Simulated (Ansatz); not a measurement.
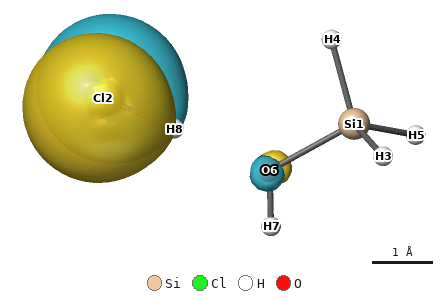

Figure. H4OSi···HCl. One frontier orbital at ±0.1 Å⁻³ᐟ² (yellow and cyan are the two phases), seen at a tilt.

All numbers below come from RKS PBE0/def2-SVPD (Ansatz).

```tsv
atom	x (Å)	y (Å)	z (Å)
Si	-0.3156	-0.1879	-0.6561
Cl	-1.1150	1.1674	3.3699
H	0.7024	-1.2533	-0.8828
H	0.3260	1.1315	-0.4332
H	-1.2576	-0.1456	-1.8109
O	-1.1717	-0.4964	0.7753
H	-1.6837	-1.3062	0.8440
H	-1.1418	0.4608	2.2615
```

**Which orbital is it: HOMO or LUMO?**

The HOMO, at −8.68 eV. By Hirshfeld shares it lies mainly on Cl2 (about 95 %); largely a lone pair of Cl2.
